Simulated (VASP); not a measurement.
Band structure of Be$_{4}$Se$_{3}$Te (ordered alloy cell). Calculation: PBEsol GGA, VASP's PBE PAW potentials (set 64) (plane waves; VASP).

Unless said otherwise, spin-orbit coupling is left out, though it shifts the bands of the heavy elements here.

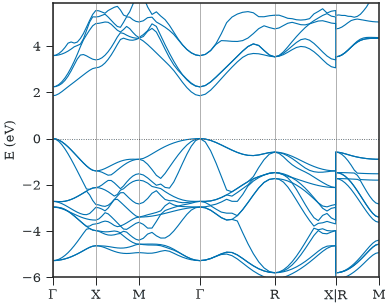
Figure. Bands along high-symmetry lines, zero at the valence-band maximum or, without a gap, the Fermi level

Read the plot: is there a gap, and where are the band edges?

The gap is direct, 1.85 eV, from the valence maximum at Γ to the conduction minimum at Γ. (Edges off the drawn lines would not show.)

The structure was generated: Be4Se3Te was put into an ordered model structure (P-43m), which need not be its known phase. It was relaxed first.
